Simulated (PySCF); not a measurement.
**One shape, several levels: CH5NSn (SMILES [H]/N=[CH]/[SnH3])**

Wanted: a comparison of 3 runs (HF/3-21G, PBE0/def2-SVP, SVWN5/def2-TZVP) of CH5NSn. The job is set up through a Python script.

Program for the calculation: PySCF 2.14.0.

## Step 1: The system as given

CH5NSn: 8 atoms, total charge 0, spin state singlet. SMILES: `[H]/N=[CH]/[SnH3]`. The shape is that of a PBE0-D4/def2-TZVP optimisation.

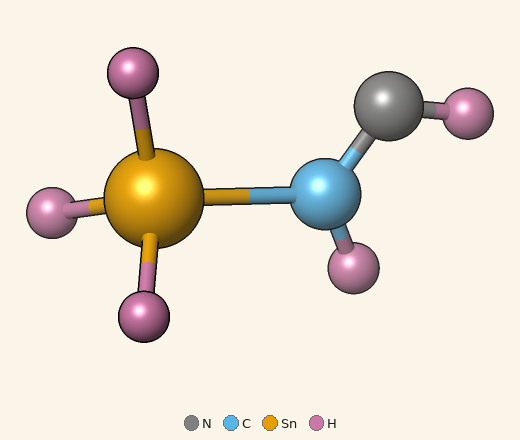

Viewed from a chosen angle; nitrogen grey, carbon blue, tin amber, hydrogen pink.

## Step 2: Energy and forces at HF/3-21G (run 1)

File calc.py:

```python
# N=[CH][SnH3]
from pyscf import gto, scf

mol = gto.M(
    atom='''
N       -1.283900       0.969700      -0.850700
C       -0.461800       0.008800      -0.832800
Sn       0.756200      -0.274900       0.925600
H       -1.804200       1.006400      -1.731800
H       -0.344400      -0.685900      -1.678600
H        0.349700       0.917900       2.066200
H        2.404800      -0.160500       0.490100
H        0.475500      -1.838400       1.556200
''',
    basis='3-21g',
    max_memory=1860,
    verbose=4,
)

hf = scf.RHF(mol)
hf.conv_tol = 1e-10
hf.kernel()
if not hf.converged:
    hf = hf.newton().run(hf.mo_coeff, hf.mo_occ)

energy = hf.e_tot
print('Final energy', energy)
grad = hf.nuc_grad_method().kernel()
dip = hf.dip_moment()
pop, q = hf.mulliken_pop()
```

Command:

```
$ OMP_NUM_THREADS=1 python calc.py
```

The log of the run:

```text
PySCF version 2.14.0

[... 62 lines left out ...]
converged SCF energy = -6090.90074342268
Final energy -6090.900743422676
[... 11 lines left out ...]
Dipole moment(X, Y, Z, Debye):  0.28960, -1.33578, -1.50793
[... 68 lines left out ...]
charge of    7H =     -0.23996
```

It took 7.8 s on 1 thread of Intel Xeon at 2.50GHz (Skylake/Cascade Lake), shared host; peak memory 0.13 GiB.

## Step 3: Energy and gradient at PBE0/def2-SVP (core potential) (run 2)

File calc.py:

```python
from pyscf import gto, dft

mol = gto.Mole()
mol.atom = '''
N   -1.283900   0.969700  -0.850700
C   -0.461800   0.008800  -0.832800
Sn   0.756200  -0.274900   0.925600
H   -1.804200   1.006400  -1.731800
H   -0.344400  -0.685900  -1.678600
H    0.349700   0.917900   2.066200
H    2.404800  -0.160500   0.490100
H    0.475500  -1.838400   1.556200
'''
mol.verbose = 3
mol.basis = 'def2-svp'
mol.max_memory = 1860
mol.spin = 0
mol.ecp = {'Sn': 'def2-svp'}
mol.build()

calc0 = dft.RKS(mol, xc='pbe0')
calc0.conv_tol = 1e-10
calc0.grids.level = 5
calc0.kernel()
if not calc0.converged:
    calc0 = calc0.newton().run(calc0.mo_coeff, calc0.mo_occ)

etot = calc0.e_tot
print(f'total energy: {etot:.8f} hartree')
grad = calc0.nuc_grad_method().kernel()
calc0.analyze()
```

Command:

```
$ OMP_NUM_THREADS=1 python calc.py
```

The log of the run:

```text
converged SCF energy = -309.907688628056
[... 18 lines left out ...]
MO #9   energy= -1.03849882601613  occ= 2
[... 13 lines left out ...]
MO #23  energy= 0.0471230244638569 occ= 0
[... 13 lines left out ...]
MO #37  energy= 0.515851495846146  occ= 0
[... 13 lines left out ...]
MO #51  energy= 1.27555590983423   occ= 0
[... 13 lines left out ...]
MO #65  energy= 1.94249019198327   occ= 0
[... 13 lines left out ...]
MO #79  energy= 51.8921561067508   occ= 0
[... 9 lines left out ...]
Dipole moment(X, Y, Z, Debye):  0.12394, -1.04637, -1.36766
```

Run time: 51 s. Hardware: 1 thread of Intel Xeon at 2.50GHz (Skylake/Cascade Lake), shared host; peak memory 0.77 GiB.

## Step 4: Energy and forces at SVWN5/def2-TZVP (core potential) (run 3)

File job.py:

```python
import pyscf.grad
from pyscf import gto, dft

system = gto.M(
    atom=[
    ('N', (-1.283900, 0.969700, -0.850700)),
    ('C', (-0.461800, 0.008800, -0.832800)),
    ('Sn', (0.756200, -0.274900, 0.925600)),
    ('H', (-1.804200, 1.006400, -1.731800)),
    ('H', (-0.344400, -0.685900, -1.678600)),
    ('H', (0.349700, 0.917900, 2.066200)),
    ('H', (2.404800, -0.160500, 0.490100)),
    ('H', (0.475500, -1.838400, 1.556200)),
],
    basis='def2-tzvp',
    charge=0,
    ecp={'Sn': 'def2-svp'},
    verbose=3,
    max_memory=1860,
)

mf = dft.RKS(system)
mf.xc = 'svwn'
mf.conv_tol = 1e-10
mf.grids.level = 5
mf.kernel()
if not mf.converged:
    mf = mf.newton().run(mf.mo_coeff, mf.mo_occ)

e_tot = mf.e_tot
print(f'total energy: {e_tot:.8f} hartree')
grad = mf.Gradients().kernel()
mf.analyze()
```

Command:

```
$ OMP_NUM_THREADS=1 python job.py
```

The log of the run:

```text
converged SCF energy = -308.964924496088
[... 31 lines left out ...]
MO #22  energy= -0.0224786871941849 occ= 0
[... 23 lines left out ...]
MO #46  energy= 0.422470592442681  occ= 0
[... 23 lines left out ...]
MO #70  energy= 1.1511535559026    occ= 0
[... 23 lines left out ...]
MO #94  energy= 2.15185144378038   occ= 0
[... 23 lines left out ...]
MO #118 energy= 3.29448125848967   occ= 0
[... 23 lines left out ...]
MO #142 energy= 113.561096110681   occ= 0
[... 1 line left out ...]
WARN: Weak orthogonality for localized orbitals 2.139726531962712e-09

 ** Mulliken atomic charges  **
charge of    0N =     -0.37502
charge of    1C =     -0.74849
charge of    2Sn =      2.49912
charge of    3H =      0.22220
charge of    4H =      0.10447
charge of    5H =     -0.56077
charge of    6H =     -0.57126
charge of    7H =     -0.57024
Dipole moment(X, Y, Z, Debye):  0.16850, -1.11234, -1.38966
```

It took 100 s on 1 thread of Intel Xeon at 2.50GHz (Skylake/Cascade Lake), shared host; peak memory 0.97 GiB.

## Step 5: All runs side by side

```tsv
run	level	core potential	integration grid	energy (Eh)	dipole moment (D)	HOMO energy (eV)	LUMO energy (eV)	wall time
1	HF/3-21G	–	–	-6090.900743	2.04	-10.04	3.66	7.8 s
2	PBE0/def2-SVP (core potential)	def2-svp	5	-309.907689	1.73	-6.95	-0.55	51 s
3	SVWN5/def2-TZVP (core potential)	def2-svp	5	-308.964924	1.79	-5.87	-2.14	100 s
```

## Step 6: What came out

```
                       quantity          value
            run 3: total energy  -308.96492 Eh
           run 3: dipole moment         1.79 D
             run 3: HOMO energy       -5.87 eV
             run 3: LUMO energy       -2.14 eV
           run 3: HOMO–LUMO gap        3.73 eV
run 3: largest force on an atom     0.479 eV/Å
```

In words: The dipole moment (its size) runs from 1.73 D (PBE0/def2-SVP) to 2.04 D (HF/3-21G). The two ends differ in method and basis and core potential. The HOMO–LUMO gap runs from 3.73 eV (SVWN5/def2-TZVP) to 13.70 eV (HF/3-21G). Totals of different functionals can't be ranked against each other. Some runs of one species differ in core potentials or relativity; totals across that change don't compare. In run 1 relativity is left out where basis or elements ask for it. All runs together took 2.6 min, the longest 100 s.
